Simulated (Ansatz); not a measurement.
# AsAuSe2I: from the start to rest

Wanted: the geometry at rest of AsAuSe2I (a borrowed structure type, volume estimated), relaxing cell and atoms, and its electronic structure there.

All numbers below are computed with Ansatz 0.2.0 (DFT, r2SCAN, no spin polarisation, plane waves, PAW).

## Step 1: The cell

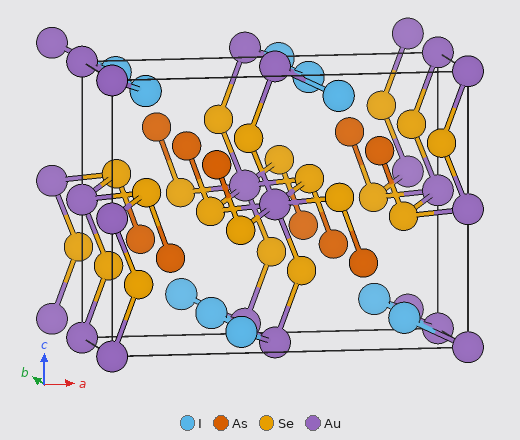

Viewed slightly off an axis; iodine blue, arsenic orange, selenium amber, gold purple. 1×2×1 cells are drawn. The cell drawn here is the conventional one.

The structure is monoclinic, space group C2/m (No. 12). The conventional cell has a = 13.342 Å, b = 4.043 Å, c = 10.123 Å, α = 90.00°, β = 91.27°, γ = 90.00°. Around I (site symmetry m) lie 2 Au at 2.84 Å. As (site symmetry m) has 3 Se at 2.60 to 2.73 Å as nearest neighbours. Around Se (site symmetry m) lie 2 Au at 2.66 to 2.77 Å and 2 As at 2.73 Å. Se (site symmetry m) has 1 As at 2.60 Å and 2 Au at 2.79 Å as nearest neighbours. Around Au (site symmetry 2/m) lie 6 Se at 2.66 to 2.79 Å. Au (site symmetry 2/m) has 2 Se at 2.77 Å and 4 I at 2.84 Å as nearest neighbours.

The coordinates stand in the input below.

The first density is read from a saved solution for the starting cell.

## Step 2: The relaxation

Input file input.yaml:

```yaml
crystal:
  lattice:
    - [0.0, 4.042944, 0.0]
    - [6.671124, -2.021472, 0.0]
    - [0.224361, 0.0, -10.120153]
  atoms:
    - { symbol: I, position: [0.36336, 0.72672, 0.9229] }
    - { symbol: I, position: [0.63664, 0.27328, 0.0771] }
    - { symbol: As, position: [0.29385, 0.5877, 0.31524] }
    - { symbol: As, position: [0.70615, 0.4123, 0.68476] }
    - { symbol: Se, position: [0.07442, 0.14884, 0.74199] }
    - { symbol: Se, position: [0.92558, 0.85116, 0.25801] }
    - { symbol: Se, position: [0.3611, 0.7222, 0.55477] }
    - { symbol: Se, position: [0.6389, 0.2778, 0.44523] }
    - { symbol: Au, position: [0.0, 0.0, 0.5] }
    - { symbol: Au, position: [0.0, 0.0, 0.0] }
  symmetry: { tolerance: 0.0003 }
kpoints:
  mp_grid: { grid: [5, 5, 2], shift: [0, 0, 0] }
magnetization:
  spin_polarized: false
scf:
  occupations: { method: gaussian, width: 0.0138 }
  lower_state_search: "off"
hamiltonian:
  pseudopotentials: { kind: paw }
  xc: r2scan
basis:
  ecutwfc: 500
  fft_grid_basis: typed
relax:
  max_steps: 40
  cell: { p_target: 0.0 }
output:
  forces: true
  stress: true
  eigenvalues: true
  populations: true
  elf: true
  write_potential: true
  volumetric_format: npy
  dos:
    e_range: [-12, 8]
    de: 0.05
    projected: { site_lists: { As: [As], Au: [Au], I: [I], Se: [Se] } }
  bader: false
checkpoint:
  read: saved_state
```

Command:

```console
ansatz run input.yaml --threads 2 --pin off --max-ram 3584MiB --backend cpu --events-out ev --progress --plain --runs-dir out
```

Standard output, shortened:

```text
Warning: RAYON_NUM_THREADS=2 ignored (pool sized by the plan → 2); use --threads N
[...]
Pseudopotentials: kind: paw
Pseudopotential: I, paw, valence charge 17, recommended cutoff 500 eV (meta_gga), I.paw.azcp
Pseudopotential: As, paw, valence charge 15, recommended cutoff 500 eV (meta_gga), As.paw.azcp
Pseudopotential: Se, paw, valence charge 16, recommended cutoff 500 eV (meta_gga), Se.paw.azcp
Pseudopotential: Au, paw, valence charge 19, recommended cutoff 500 eV (meta_gga), Au.paw.azcp
Functional definition: r2SCAN
[...]
Crystal: 10 atoms, lattice volume = 272.950 Å³
Basis set: ecut = 500 eV, 6957 PW (Γ), exchange–correlation on 120×216×300 points (64 copies of the dense FFT grid, shifted against one another)
Bands: 100, of which v1, the nominal top of the filled ones, is band 83 counted from 1 (82 counted from 0)
Symmetry: 4 space group operations
Space group: C2/m (ITA 12), of the structure as read, at distance tolerance 1.9e-3 Å
k-points: 18 of 50
[...]
SCF iter   1: F=-73024.253485 eV  HF=-73024.283536 eV  |F-HF|=3.01e-2  |Δ(HF+E_count)|=         —  Δρ=2.83e-3  dr2=4.49e-2  dr2_τ=1.50e-3  ethr=2.64e-5  ⟨swp⟩=4.7  Hψ=9751  notcnv=0
[...]
relax step   1: F+E_penalty+E_count = -73024.28299643 eV  Δ(F+E_penalty+E_count) = +0.000e0 eV  max|allowed force component| = 1.059e0 eV/Å  Δτ_max = 0.0000 Å  P = -3.593 GPa  Ω = 272.950 Å³  (8 SCF iters, dr2 threshold 1.00e-7 eV, accepted)
[...]
relax step   3: F+E_penalty+E_count = -73024.90550548 eV  Δ(F+E_penalty+E_count) = -2.209e-1 eV  max|allowed force component| = 3.298e-1 eV/Å  Δτ_max = 0.1131 Å  P = -0.138 GPa  Ω = 266.979 Å³  energy of the carried Pulay correction = +8.192e-4 eV  (11 SCF iters, dr2 threshold 1.00e-6 eV, accepted)
[...]
relax step   5: F+E_penalty+E_count = -73025.02091385 eV  Δ(F+E_penalty+E_count) = -2.913e-2 eV  max|allowed force component| = 9.283e-2 eV/Å  Δτ_max = 0.0378 Å  P = +0.044 GPa  Ω = 272.199 Å³  energy of the carried Pulay correction = +1.021e-4 eV  (11 SCF iters, dr2 threshold 1.00e-6 eV, accepted)
[...]
relax step   7: F+E_penalty+E_count = -73025.05014877 eV  Δ(F+E_penalty+E_count) = -8.404e-3 eV  max|allowed force component| = 5.832e-2 eV/Å  Δτ_max = 0.0314 Å  P = +0.138 GPa  Ω = 277.313 Å³  energy of the carried Pulay correction = -5.873e-4 eV  (11 SCF iters, dr2 threshold 7.88e-7 eV, accepted)
[...]
relax step   9: F+E_penalty+E_count = -73025.06231506 eV  Δ(F+E_penalty+E_count) = -7.203e-3 eV  max|allowed force component| = 3.399e-2 eV/Å  Δτ_max = 0.0981 Å  P = +0.020 GPa  Ω = 282.623 Å³  energy of the carried Pulay correction = -1.290e-3 eV  (10 SCF iters, dr2 threshold 2.14e-7 eV, accepted)
relax step  10: F+E_penalty+E_count = -73025.06432997 eV  Δ(F+E_penalty+E_count) = -2.015e-3 eV  max|allowed force component| = 3.845e-2 eV/Å  Δτ_max = 0.0125 Å  P = -0.002 GPa  Ω = 282.504 Å³  energy of the carried Pulay correction = -1.274e-3 eV  (9 SCF iters, dr2 threshold 1.02e-7 eV, accepted)
relax step  11: F+E_penalty+E_count = -73025.05764402 eV  Δ(F+E_penalty+E_count) = +6.686e-3 eV  max|allowed force component| = 1.441e-1 eV/Å  Δτ_max = 0.0426 Å  P = +0.120 GPa  Ω = 279.297 Å³  energy of the carried Pulay correction = -8.513e-4 eV  (8 SCF iters, dr2 threshold 9.24e-8 eV, [...]
```

## Step 3: More of the same log

Output, continued:

```text
relax step  12: F+E_penalty+E_count = -73025.06637224 eV  Δ(F+E_penalty+E_count) = -2.042e-3 eV  max|allowed force component| = 1.763e-2 eV/Å  Δτ_max = 0.0163 Å  P = -0.070 GPa  Ω = 281.540 Å³  energy of the carried Pulay correction = -1.147e-3 eV  (13 SCF iters, accepted)
relax step  13: F+E_penalty+E_count = -73025.06678200 eV  Δ(F+E_penalty+E_count) = -4.098e-4 eV  max|allowed force component| = 6.362e-3 eV/Å  Δτ_max = 0.0056 Å  P = +0.025 GPa  Ω = 281.058 Å³  energy of the carried Pulay correction = -1.084e-3 eV  (6 SCF iters, dr2 threshold 3.44e-8 eV, accepted)
relax step  14: F+E_penalty+E_count = -73025.06683000 eV  Δ(F+E_penalty+E_count) = -4.800e-5 eV  max|allowed force component| = 3.964e-3 eV/Å  Δτ_max = 0.0022 Å  P = +0.006 GPa  Ω = 281.217 Å³  energy of the carried Pulay correction = -1.105e-3 eV  (9 SCF iters, dr2 threshold 6.40e-9 eV, accepted)
[... 16 lines left out ...]
relax step  15: F+E_penalty+E_count = -73025.06938455 eV  Δ(F+E_penalty+E_count) = -2.555e-3 eV  max|allowed force component| = 4.019e-3 eV/Å  Δτ_max = 0.0000 Å  P = +0.009 GPa  Ω = 281.217 Å³  stress off target by 2.36e-2 GPa  SCF on the basis re-selected at this cell (its energy is not comparable with the rows above)  (11 SCF iters)
basis re-selected at this cell: Δ(F+E_penalty+E_count) = -2.555e-3 eV, ΔP = +0.003 GPa vs the last step (what re-selecting the basis moved, of the pressure what is left beyond the Pulay correction that the steps carried, after the strain that the cell walked since its last selection, with what the two solves' SCF thresholds leave and, on support functions, any second-order correction that the steps lacked; it is no measure of the basis error at this ecutwfc). The dense FFT grid was sized anew with the basis: this SCF ran on 30×54×80 points, the steps before it on 30×54×75, so part of this shift can come from that change (see relax.cell in the input reference). This SCF's stress stands 2.36e-2 GPa from its target on what of the cell is left free (relax.cell.stress_tol is 5.00e-2 GPa) and its largest allowed force component is 4.02e-3 eV/Å (relax.f_tol is 1.00e-2 eV/Å): within both
SCF converged after 11 iterations
Free energy (F): -73025.069385 eV
Harris-Foulkes:  -73025.069385 eV  (|F-HF|=2.91e-11)
Internal energy: -73025.068711 eV  (E = F + TS)
E sigma→0 (E₀):  -73025.069048 eV
Entropy (-TS):   -0.000673 eV (-0.067 meV/atom)
Fermi energy:    8.115642 eV
--- Per-component energies (eV) ---
  E_band       = -3794.217456
  E_kinetic    = 2259.515200
  E_local      = -25861.354748  (includes V_loc(G=0)·N_el)
  E_nonlocal   = -3748.020259
  E_hartree    = 12641.271074
  E_xc         = -1213.832746
  E_vxc        = -1478.505904  (∫ρ·V_xc dr)
  E_paw        = -40534.553280  (= ΣΔE_a)
  E_vpaw       = -337.120369  (= ΣTr[D̂ρ^β])
  E_aug_tail   = 0.000511  (compensation charges beyond the density's cutoff)
  E_vtau       = 88.725908  (kinetic-family band-sum trace: ∫τ·v_τ [+ j·A + Jᵃ·Aᵃ] dr)
  E_ewald      = -16557.914026
  E_core_change = -10.180438  (= ΣΔE_core)
  E_smearing   = -0.000673  (= −TS)
  E_closure    = -0.000000  (closes the sum)
  Σ components = -73025.069385   (vs F -73025.069385, Δ=0.00e0)
--- Forces (eV/Å), atoms counted from 1 ---
  atom   1  I     -0.00013270    -0.00000000     0.00030120
  atom   2  I      0.00013270     0.00000000    -0.00030120
  atom   3  As    -0.00062795     0.00000000     0.00401922
  atom   4  As     0.00062795    -0.00000000    -0.00401922
  atom   5  Se     0.00081430     0.00000000    -0.00145278
  atom   6  Se    -0.00081430    -0.00000000     0.00145278
  atom   7  Se    -0.00268825    -0.00000000    -0.00385634
  atom   8  Se     0.00268825     0.00000000     0.00385634
  atom   9  Au     0.00000000     0.00000000     0.00000000
  atom  10  Au     0.00000000     0.00000000     0.00000000
  max |Σ_I F_I| component: 0.00e0 eV/Å
--- Stress (GPa, compression-positive) ---
        0.001890       0.000000       0.005696
        0.000000       0.003188       0.000000
        0.005696       0.000000       0.022091
  P = ⅓ Tr σ = 0.0091 GPa (0.091 kbar)
--- Band table (eV; the first three rows and the last of 18) ---
  k-point 0: bands = ["-99.4535", "-99.1172", "-50.5546", "-50.2169", "-50.1775", "-50.1182", "-50.1109", "-49.7819", "-40.7476", "-40.7473", "-40.7176", "-40.7172", "-40.7157", "-40.7154", "-40.6468", "-40.6463", "-40.6447", "-40.6446", "-40.6127", "-40.6122", "-40.6118", "-40.6118", "-40.5635", "-40.5628", "-40.5616", "-40.5615", "-40.5428", "-40.5428", "-38.2052", "-38.2041", "-38.2024", "-38.2012", "-38.0802", "-38.0800", "-38.0508", "-38.0506", "-38.0227", "-38.0217", "-29.1300", "-29.1293", "-29.1277", "-29.1276", "-29.0798", "-29.0795", "-29.0746", "-29.0745", "-29.0607", "-29.0606", "-7.5991", "-6.3771", "-5.7097", "-5.3743", "-5.3045", "-4.9545", "-2.2846", "-1.5616", "2.0258", "2.4412", "2.6032", "2.6624", "2.9522", "3.3977", "3.7467", "3.7642", "3.8306", "4.1138", "4.2612", "4.5146", "4.5284", "4.7877", "4.8426", "5.1052", "5.1525", "5.7763", "6.1210", "6.1272", "6.2787", "6.4180", "6.5478", "6.5758", "7.0606", "7.1844", "7.5458", "8.3859", "9.0477", "9.7414", "10.0831", "10.1438", "11.2931", "11.4588", "12.0687", "12.9033", "13.2342", "13.7956", "13.9779", "14.9291", "15.2590", "15.8133", "15.8260", "15.9037"]
[... 3 lines left out ...]
--- Relaxed structure (14 steps of the walk, 13 accepted, 1 SCFs on fresh bases) ---
  F+E_penalty+E_count = -73025.06938455 eV   max|allowed force component| = 4.019e-3 eV/Å   (the final SCF, on the basis selected at the relaxed cell)
  cell:  # Å, volume = 281.2171 Å³
    - [-5.4404404930688366e-17, 3.954938297514016, -5.923260843178599e-17]
    - [6.614194851636305, -1.977469148757008, 0.404291980038884]
    - [-0.39086806414608366, 1.452498063846815e-16, -10.774299973909688]
  atoms:
    - { symbol: I, position: [0.36701437315614316, 0.7340287463122864, 0.9133515215330797] }
    - { symbol: I, position: [0.6329856268438567, 0.2659712536877135, 0.08664847846692053] }
    - { symbol: As, position: [0.27885795481284015, 0.5577159096256803, 0.35019675527317584] }
    - { symbol: As, position: [0.7211420451871597, 0.4422840903743197, 0.649803244726824] }
    - { symbol: Se, position: [0.10364349193544657, 0.2072869838708932, 0.707153952151749] }
    - { symbol: Se, position: [0.8963565080645534, 0.7927130161291068, 0.2928460478482511] }
    - { symbol: Se, position: [0.3576542396088338, 0.7153084792176676, 0.5606312979244245] }
    - { symbol: Se, position: [0.6423457603911663, 0.2846915207823326, 0.43936870207557555] }
    - { symbol: Au, position: [-1.734723475976807e-18, -3.469446951953614e-18, 0.49999999999999994] }
    - { symbol: Au, position: [-2.962188441692887e-21, -5.9243768833853e-21, -1.71412771721614e-20] }
--- Löwdin populations: 10 sites ---
  site symbol       q [e]
     0      I     17.1817
     1      I     17.1817
     2     As     14.6806
     3     As     14.6806
     4     Se     16.2207
     5     Se     16.2207
     6     Se     16.1914
     7     Se     16.1914
     8     Au     18.3958
     9     Au     18.5143
  spilling = 0.003260 (of n_electrons = 166.000000)
```

Wall time 5.3 min (2 threads of Intel Xeon 6975P-C (Granite Rapids), shared host); peak memory 1.6 GiB.

Step by step:

```csv
step,energy from step 1 (eV/cell),largest force component (eV/Å),pressure (GPa),volume (Å³)
1,0.0000,1.0590,-3.59,272.95
2,-0.4016,0.8034,2.77,254.37
3,-0.6225,0.3298,-0.14,266.98
4,-0.7088,0.2071,-0.31,273.03
5,-0.7379,0.0928,0.04,272.20
6,-0.7587,0.0877,0.50,274.20
7,-0.7672,0.0583,0.14,277.31
8,-0.7721,0.0585,0.09,279.51
9,-0.7793,0.0340,0.02,282.62
10,-0.7813,0.0385,0.00,282.50
11x,-0.7746,0.1441,0.12,279.30
12,-0.7834,0.0176,-0.07,281.54
13,-0.7838,0.0064,0.02,281.06
14,-0.7838,0.0040,0.01,281.22
15,-0.7864,0.0040,0.01,281.22
```

Step 1 is the start. Step 15 repeats the geometry before on a plane-wave basis chosen anew for that cell, so the energy can jump there without any move; the table keeps such jumps. 1 step was tried and not accepted (marked x).

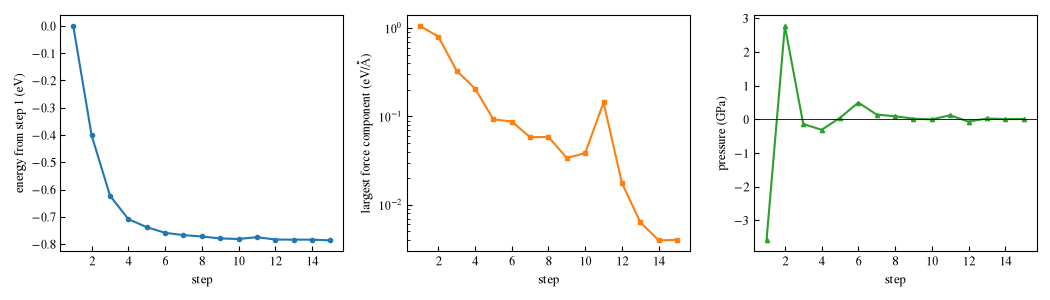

How energy and force, and the pressure, went from step to step.

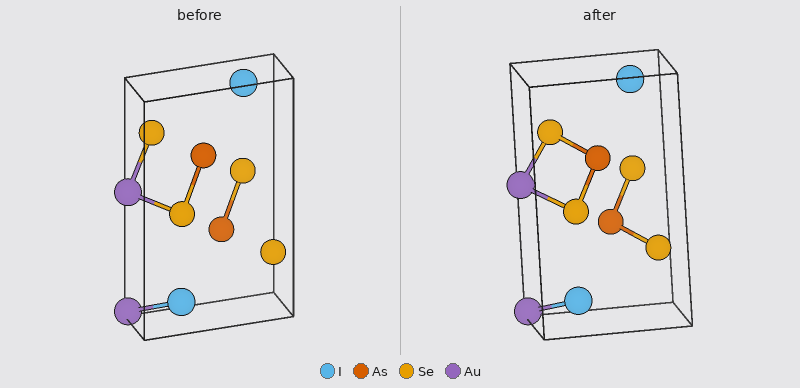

The structure before (left) and after (right), drawn at the same scale. Each atom of the cell is drawn once.

| input's cell | before | after | change |
| --- | --- | --- | --- |
| a (Å) | 4.043 | 3.955 | -2.2 % |
| b (Å) | 6.971 | 6.915 | -0.8 % |
| c (Å) | 10.123 | 10.781 | +6.5 % |
| α (°) | 88.78 | 95.34 | +6.56° |
| γ (°) | 106.86 | 106.62 | -0.24° |
| volume (Å³/atom) | 27.30 | 28.12 | +3.0 % |

The largest move, 0.57 Å, apart from the change of the cell, is shared by several atoms, Se6 among them.

## Step 4: Density of states

Counts of states in windows (eV from the Fermi level; tetrahedra), total and projected:

```
from    to  total  As p  Au s  Au d   I p  Se p
-4.5  -4.0   6.70  0.57  0.09  3.66  0.83  1.39
-4.0  -3.5   7.08  0.60  0.13  3.96  0.81  1.42
-3.5  -3.0   4.64  0.53  0.21  1.98  0.58  1.21
-3.0  -2.5   4.35  0.67  0.10  1.09  1.00  1.31
-2.5  -2.0   4.57  0.34  0.06  0.66  1.95  1.39
-2.0  -1.5   3.94  0.29  0.02  0.44  1.71  1.35
-1.5  -1.0   2.89  0.18  0.02  0.25  0.65  1.65
-1.0  -0.5   2.14  0.09  0.01  0.29  0.12  1.47
-0.5   0.0   2.62  0.12  0.02  0.55  0.78  0.98
 0.0   0.5   2.02  0.09  0.05  0.40  0.51  0.88
 0.5   1.0   0.01  0.01  0.00  0.00  0.00  0.00
 1.0   1.5   0.46  0.23  0.00  0.02  0.01  0.15
 1.5   2.0   2.27  0.82  0.30  0.04  0.19  0.67
 2.0   2.5   3.48  1.58  0.11  0.05  0.09  1.30
 2.5   3.0   3.35  1.36  0.21  0.06  0.09  1.25
 3.0   3.5   2.47  0.77  0.42  0.03  0.25  0.69
```

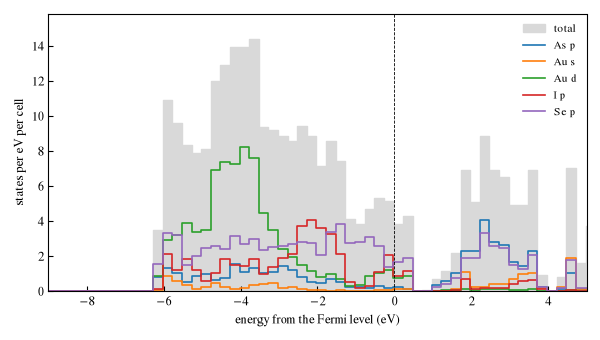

Total and projected density of states, in bins of 0.25 eV.

## Step 5: Charges

Gathered by element (positive charge: electrons given up): Löwdin charges also hold the electrons that the projection spills.

```
element  atoms  Löwdin charge (e)
      I      2              -0.18
     As      2              +0.32
     Se      4     -0.22 to -0.19
     Au      2     +0.48 to +0.60
```

Löwdin charges rest on a small set of atomic orbitals that misses 0.3 % of the electrons, so they need not add up to the cell's charge and can differ from Bader's even in sign.

## Step 6: Fields in real space

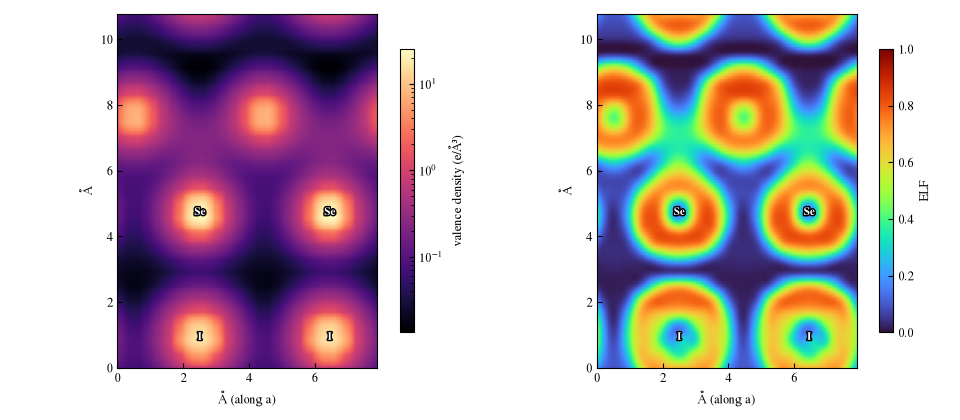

Valence density (left, log scale) and ELF (right) in the plane spanned by a and c at height 0.266 along b (axes of the input's cell); atoms within 0.2 Å are lettered, 2×1 cells. These are the smooth PAW fields, not the true ones near the nuclei.

Scans along the contacts give these minima of the density:

```
contact  length (Å)  minimum at (fraction)  density (e/Å³)   ELF
As3–Se7       2.404                   0.47           0.634  0.76
```

## Step 7: What came out

```
                                                 quantity                                                                        value
                                                    moves                                                                           12
                                            energy gained                                                                78.4 meV/atom
                                             largest move                                                                  0.57 Å (Se)
                     space group (0.01 Å), before / after                                                                  C2/m / C2/m
                                                     cell  a = 3.955 Å, b = 6.915 Å, c = 10.781 Å, α = 95.34°, β = 90.00°, γ = 106.62°
                                                   volume                                                       28.12 Å³/atom (+3.0 %)
                                      pressure at the end                                                                     0.01 GPa
           formation energy (elements from separate runs)                                                                -0.03 eV/atom
                                                character                                                                        metal
density of states, mean within 0.25 eV of the Fermi level                                                          4.5 per eV per cell
```

What this shows: The volume grew by 3.0 %, and the largest move of an atom is 0.57 Å apart from the change of the cell; the energy fell by 78.4 meV per atom. The shape changed more than that tells: the edges moved by -2, -1, +7 %. The run held to 4 symmetry operations, so a lower structure without them is not ruled out. It is a metal; within 0.25 eV of the Fermi level the density of states averages 4.5 per eV per cell, mostly Se p (37 %), I p (31 %) and Au d (21 %). Set against separate runs on the elements (solid I2 (Cmce), As grey arsenic (A7), Se trigonal (grey) selenium, Au fcc), it forms at -0.03 eV per atom, so it is bound against them, though other compounds may compete.

Keep in mind: the k mesh is coarse for a cell without a gap.
